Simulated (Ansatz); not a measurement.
# C₄H₃F₇: reading failed and doubtful runs

Aim: try 3 inputs for C₄H₃F₇ as typed, read how each ends, and find what has to change.

Program: Ansatz 0.2.0, Gaussian basis. Level of theory: the settings change from run to run. These are calculated values, not measurements.

## (1) The molecule

The structure was relaxed beforehand with PBE0-D4 in a triple-zeta def2 set.

SMILES `FC(F)C(F)(C(F)F)C(F)F`, 14 atoms, charge 0, spin multiplicity 1.

Atoms are counted from 1 here; the program's logs count them from 0.

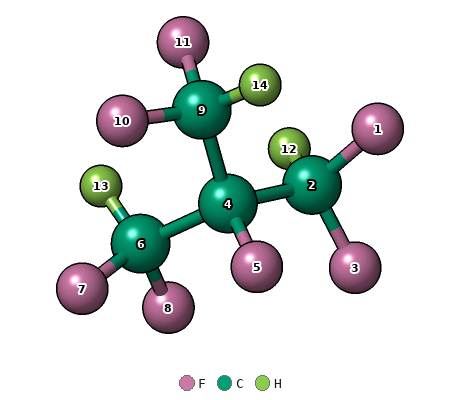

The geometry (fluorine pink, carbon teal, hydrogen green); atoms are numbered from 1 in the order of the file.

## (2) Attempt 1

in.yaml reads:

```yaml
crystal:
  periodic: [false, false, false]
  atoms:
    - {symbol: F, position_ang: [-1.779049, -0.617182, 1.330829]}
    - {symbol: C, position_ang: [-1.198193, 0.473671, 0.420810]}
    - {symbol: F, position_ang: [-1.584111, 1.708186, 0.748773]}
    - {symbol: C, position_ang: [0.118073, 0.133997, 0.289329]}
    - {symbol: F, position_ang: [0.733630, 0.830544, 1.388632]}
    - {symbol: C, position_ang: [0.771058, 0.787506, -0.673618]}
    - {symbol: F, position_ang: [2.115926, 0.978342, -1.050479]}
    - {symbol: F, position_ang: [-0.113400, 1.739260, -1.204617]}
    - {symbol: C, position_ang: [0.499399, -1.413693, 0.460526]}
    - {symbol: F, position_ang: [1.968330, -1.445542, 0.030876]}
    - {symbol: F, position_ang: [-0.256651, -1.835529, -0.418694]}
    - {symbol: H, position_ang: [-1.838774, 0.191728, -0.447552]}
    - {symbol: H, position_ang: [0.470656, 0.089720, -1.852285]}
    - {symbol: H, position_ang: [0.302552, -1.722164, 1.437268]}
basis:
  gaussian: {orbitals: cc-pVDZ, point_charges: [{charge: -1.00, position_ang: [5.223, 0.973, 0.430]}]}
hamiltonian: {xc: {name: PBE0-DH}}
scf: {lower_state_search: full}
relax: {f_tol: 0.001, max_steps: 2}
```

On the command line:

```bash
$ ansatz run in.yaml --threads 4 --pin off --events-out ev --progress --plain --max-ram 66560MiB --backend cpu
```

Standard output:

```text
Functional definition: PBE0-DH
  name "PBE0-DH"
  cite "Brémond & Adamo, J. Chem. Phys. 135, 024106 (2011) doi:10.1063/1.3604569"
  cite "Perdew, Burke & Ernzerhof, Phys. Rev. Lett. 77, 3865 (1996) doi:10.1103/PhysRevLett.77.3865"
  parameter a = 1/2
  parameter c = 1/8
  exchange = (1 - a)*pbe_x + a*exact_x
  correlation = (1 - c)*pbe_c + c*(mp2_os + mp2_ss)
1748 factors; integrals over basis functions are off by at most 3.9e-4 eV
mean field evaluation 1: about -23172.1739 eV, gradient 4.8e1 eV
mean field evaluation 2: about -23172.4384 eV, gradient 4.8e1 eV
mean field evaluation 4: about -23176.1734 eV, gradient 5.6e0 eV
mean field evaluation 8: about -23176.2449 eV, gradient 2.2e-1 eV
mean field evaluation 16: about -23176.2450 eV, gradient 4.7e-5 eV
mean field -23176.24503003 eV, -851.7112954305 hartree, gradient 6.3e-6 eV, S^2 0.000000; 0 other end points of the search recorded, 0 dependent functions left out
11 core orbitals not correlated: weight in the atoms' cores, before any rotation towards them, 1.000 or more for the frozen orbitals, at most 0.000 for the correlated occupied ones
reference -23176.24504161 eV, -851.7112958559 hartree; 34, 34 occupied and 124, 124 virtual orbitals, 1748 factors
second order -61.91986736 eV of doubles, -0.00000000 eV of singles
the calculation of the forces begins
relax step   1: F+E_penalty+E_count = -23183.98501345 eV  Δ(F+E_penalty+E_count) = +0.000e0 eV  max|allowed force component| = 1.652e1 eV/Å  Δτ_max = 0.0000 Å  (43 SCF iters, accepted)
these checks for a lower state are left out or cut short: starts, cluster_reference, orbital_swaps, neighbouring_geometries, increment
1748 factors; integrals over basis functions are off by at most 4.0e-4 eV
mean field evaluation 32: about -23181.2144 eV, gradient 1.6e-6 eV
mean field -23181.21441934 eV, -851.8939171193 hartree, gradient 1.6e-6 eV, S^2 0.000000; 0 other end points of the search recorded, 0 dependent functions left out
11 core orbitals not correlated: weight in the atoms' cores, before any rotation towards them, 1.000 or more for the frozen orbitals, at most 0.000 for the correlated occupied ones
reference -23181.21443053 eV, -851.8939175306 hartree; 34, 34 occupied and 124, 124 virtual orbitals, 1748 factors
second order -61.02362467 eV of doubles, -0.00000000 eV of singles
the calculation of the forces begins
relax step   2: F+E_penalty+E_count = -23188.84237242 eV  Δ(F+E_penalty+E_count) = -4.857e0 eV  max|allowed force component| = 7.280e0 eV/Å  Δτ_max = 0.1984 Å  (52 SCF iters, accepted)
Error: geometry relaxation did not converge after 2 steps: max|allowed force component| = 7.28e0 eV/Å (threshold 1.0e-3). Raise `relax.max_steps` over both its present limit and 2, loosen `relax.f_tol`, or start from a geometry closer to equilibrium. Where this run's directory can be resumed (`checkpoint.write`), a resume goes on for up to `relax.max_steps` more
```

It took 23 s on 4 threads of AMD EPYC 7R13, shared host.

Diagnosis: It stopped unconverged. The relaxation is allowed too few steps for its threshold. The start was also shaken off the relaxed geometry, so there is far to go. Cure: raise relax.max_steps, and remove the point charge.

## (3) Attempt 2

in.yaml reads:

```yaml
crystal:
  periodic: [true, true, true]
  atoms:
    - {symbol: F, position_ang: [-1.787347, -0.439485, 1.443068]}
    - {symbol: C, position_ang: [-1.344900, 0.358059, 0.439800]}
    - {symbol: F, position_ang: [-1.637086, 1.622104, 0.770082]}
    - {symbol: C, position_ang: [0.177373, 0.189186, 0.297995]}
    - {symbol: F, position_ang: [0.785339, 0.820682, 1.340397]}
    - {symbol: C, position_ang: [0.677939, 0.771194, -1.035275]}
    - {symbol: F, position_ang: [1.990516, 1.029257, -0.952536]}
    - {symbol: F, position_ang: [0.043116, 1.929803, -1.316974]}
    - {symbol: C, position_ang: [0.527573, -1.299937, 0.395820]}
    - {symbol: F, position_ang: [1.831240, -1.499899, 0.141799]}
    - {symbol: F, position_ang: [-0.187901, -1.969793, -0.543979]}
    - {symbol: H, position_ang: [-1.877644, 0.086273, -0.476148]}
    - {symbol: H, position_ang: [0.499116, 0.071922, -1.859114]}
    - {symbol: H, position_ang: [0.289564, -1.698568, 1.383865]}
basis:
  gaussian: {orbitals: ANO-RCC-VTZP, fitting: {mean_field: def2-universal-jkfit}}
magnetization: {spin_polarized: true, initial_magnetization: 2}
hamiltonian: {xc: {name: HF}}
correlation: {method: mp2, electrons: all}
scf: {lower_state_search: light}
output: {forces: true}
```

On the command line:

```bash
$ ansatz run in.yaml --threads 4 --pin off --events-out ev --progress --plain --max-ram 66560MiB --backend cuda --devices 0, --max-vram 37GiB
```

Standard output:

```text
Error: YAML parse error: error: line 2 column 3: crystal: missing field `lattice` (a structure is typed as `lattice` and `atoms`, a molecule's as `atoms` in Å alone, or read from a run's directory, `checkpoint`)
 --> <input>:2:3
  |
1 | crystal:
2 |   periodic: [true, true, true]
  |   ^ crystal: missing field `lattice` (a structure is typed as `lattice` and `atoms`, a molecule's as `atoms` in Å alone, or read from a run's directory, `checkpoint`)
3 |   atoms:
4 |     - {symbol: F, position_ang: [-1.787347, -0.439485, 1.443068]}
  |
```

It took 0.05 s on 1 × H100 (card shared with other runs) with 4 threads of AMD EPYC 7R13, shared host.

**Diagnosis.** The program refused the input. The molecule is marked periodic without a cell. It also asks for charge 0 and multiplicity 3, another species or state than the molecule above. To mend it, set periodic to false, or give a lattice, and set charge and spin to those of the species named.

## (4) Attempt 3

in.yaml reads:

```yaml
crystal:
  periodic: [false, false, false]
  atoms:
    - {symbol: F, position_ang: [-3.932164, -0.966867, 3.174750]}
    - {symbol: C, position_ang: [-2.958780, 0.787729, 0.967560]}
    - {symbol: F, position_ang: [-3.601589, 3.568629, 1.694180]}
    - {symbol: C, position_ang: [0.390220, 0.416210, 0.655589]}
    - {symbol: F, position_ang: [1.727746, 1.805501, 2.948874]}
    - {symbol: C, position_ang: [1.491466, 1.696627, -2.277605]}
    - {symbol: F, position_ang: [4.379136, 2.264365, -2.095579]}
    - {symbol: F, position_ang: [0.094855, 4.245567, -2.897342]}
    - {symbol: C, position_ang: [1.160662, -2.859861, 0.870805]}
    - {symbol: F, position_ang: [4.028728, -3.299777, 0.311957]}
    - {symbol: F, position_ang: [-0.413382, -4.333545, -1.196754]}
    - {symbol: H, position_ang: [-4.130818, 0.189801, -1.047526]}
    - {symbol: H, position_ang: [1.098055, 0.158228, -4.090052]}
    - {symbol: H, position_ang: [0.637042, -3.736849, 3.044503]}
basis:
  gaussian: {orbitals: cc-pVDZ, fitting: {mean_field: cc-pVTZ-jkfit}}
hamiltonian: {xc: {name: r2SCAN50}}
output: {forces: true}
```

On the command line:

```bash
$ ansatz run in.yaml --threads 4 --pin off --events-out ev --progress --plain --max-ram 66560MiB --backend cpu
```

Standard output:

```text
Functional definition: r2SCAN50
  name "r2SCAN50"
  cite "Bursch, Neugebauer, Ehlert & Grimme, J. Chem. Phys. 156, 134105 (2022) doi:10.1063/5.0086040"
  cite "Furness, Kaplan, Ning, Perdew & Sun, J. Phys. Chem. Lett. 11, 8208 (2020) doi:10.1021/acs.jpclett.0c02405"
  cite "Furness, Kaplan, Ning, Perdew & Sun, J. Phys. Chem. Lett. 11, 9248 (2020) doi:10.1021/acs.jpclett.0c03077"
  parent r2scan
  parameter a = 0.5
  parameter k0 = 0.174
  parameter k1 = 0.065
  parameter a1 = 4.9479
  exchange = (1 - a)*r2scan_x(k0 = k0, k1 = k1, a1 = a1) + a*exact_x
  correlation = r2scan_c
959 factors; integrals over basis functions are off by at most 1.6e-1 eV
mean field evaluation 1: about -23047.0622 eV, gradient 1.3e2 eV
mean field evaluation 2: about -20729.0341 eV, gradient 5.3e2 eV
mean field evaluation 4: about -22370.9885 eV, gradient 2.9e2 eV
mean field evaluation 8: about -23114.4670 eV, gradient 3.3e1 eV
mean field evaluation 16: about -23120.6057 eV, gradient 1.6e0 eV
mean field evaluation 32: about -23120.6666 eV, gradient 5.8e-3 eV
mean field evaluation 64: about -23120.4519 eV, gradient 2.8e0 eV
mean field -23120.66658437 eV, -849.6688252250 hartree, gradient 5.4e-7 eV, S^2 0.000000; 6 other end points of the search recorded, 0 dependent functions left out
the calculation of the forces begins
reference -23120.66659199 eV, -849.6688255051 hartree; 45, 45 occupied and 124, 124 virtual orbitals, 959 factors
Total energy: -23120.66659199 eV, -849.6688255051 hartree
Atom 0 at    -3.932164    -0.966867     3.174750 Å, force     0.514702     0.701235    -1.086296 eV/Å
Atom 1 at    -2.958780     0.787729     0.967560 Å, force    -2.147264    -0.034602    -0.985141 eV/Å
Atom 2 at    -3.601589     3.568629     1.694180 Å, force     0.349625    -1.412290    -0.469012 eV/Å
Atom 3 at     0.390220     0.416210     0.655589 Å, force     0.946467     0.531921     0.717816 eV/Å
Atom 4 at     1.727746     1.805501     2.948874 Å, force    -0.648672    -0.766040    -1.117190 eV/Å
Atom 5 at     1.491466     1.696627    -2.277605 Å, force     0.254546    -0.293392    -1.932303 eV/Å
Atom 6 at     4.379136     2.264365    -2.095579 Å, force    -1.501887    -0.366990    -0.086028 eV/Å
Atom 7 at     0.094855     4.245567    -2.897342 Å, force     0.584239    -1.284455     0.303462 eV/Å
Atom 8 at     1.160662    -2.859861     0.870805 Å, force     0.111962    -1.585225     1.437501 eV/Å
Atom 9 at     4.028728    -3.299777     0.311957 Å, force    -1.514732     0.268631     0.334135 eV/Å
Atom 10 at    -0.413382    -4.333545    -1.196754 Å, force     0.640759     0.779086     0.979022 eV/Å
Atom 11 at    -4.130818     0.189801    -1.047526 Å, force     1.272861     0.736519     2.417605 eV/Å
Atom 12 at     1.098055     0.158228    -4.090052 Å, force     0.488106     1.786202     2.049601 eV/Å
Atom 13 at     0.637042    -3.736849     3.044503 Å, force     0.649287     0.939400    -2.563172 eV/Å
Dipole moment:    -0.957866    -1.307480    -0.826809 e Å
```

Wall time 33 s (4 threads of AMD EPYC 7R13, shared host).

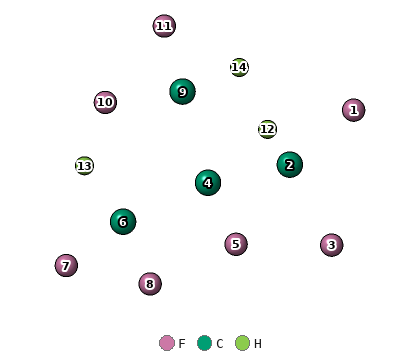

The geometry of this input.

**Diagnosis.** The run converged, but a converged run isn't a right one. The geometry is stretched to more than twice its size. The shortest distance is 2.40 Å (C9–H14), against 1.09 Å in the relaxed molecule. Its energy is no property of the relaxed molecule. Fix: use the relaxed coordinates.

## (5) How the tries ended

| attempt | level | ended | cause | time |
| --- | --- | --- | --- | --- |
| 1 | PBE0-DH/cc-pVDZ | not converged | the relaxation is allowed too few steps for its threshold | 23 s |
| 2 | MP2/ANO-RCC-VTZP | refused | the molecule is marked periodic without a cell | 0.05 s |
| 3 | r2SCAN50/cc-pVDZ | converged | the geometry is stretched to more than twice its size | 33 s |

**Reading.** 1 not converged, 1 refused, 1 converged. A refusal costs next to no computing time. The dangerous case is the input that converges on a wrong geometry, charge, spin, basis or grid: often only a look at the input shows it.
